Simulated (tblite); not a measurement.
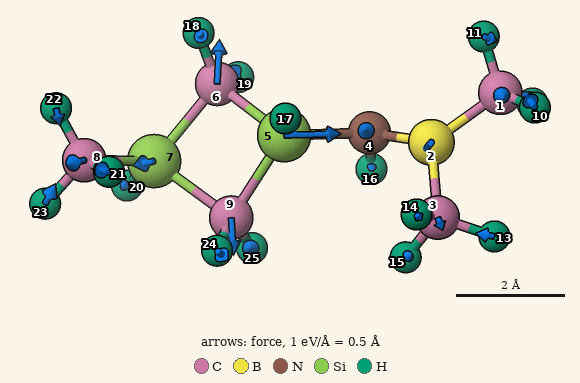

Starting geometry of C5H16BNSi2 with the computed forces as blue arrows. Style: ball-and-stick. Shown at a tilt.

Level of theory: tblite, GFN2-xTB geometry optimisation, gas phase. 

**What follows when this structure is relaxed?**

It isn't relaxed: the largest force vector, on a Si atom, is 2.26 eV/Å. The final displacements have little in common with the starting forces (cosine between the two patterns 0.12). An H atom moves most after the best rigid fit: 1.96 Å. By element the largest moves are H 1.96 Å, C 0.92 Å, N 0.73 Å, Si 0.47 Å, B 0.15 Å. Some distances before and after: B–N 1.515 → 1.402 Å, C–Si 1.857 → 1.917 Å, N–Si 1.789 → 1.741 Å, C–H 1.125 → 1.086 Å. Bond angles that change, for instance: B–N–Si 112.3° → 129.6°, H–C–H 115.0° → 106.7°, H–C–H 113.0° → 106.6°. Groups turn about B–C by about 45°, C–Si by about 30°. The energy falls by 35.7 kcal/mol in 195 geometry steps. The run took 4.1 s on 1 thread of Arm Neoverse N1, on a shared host.
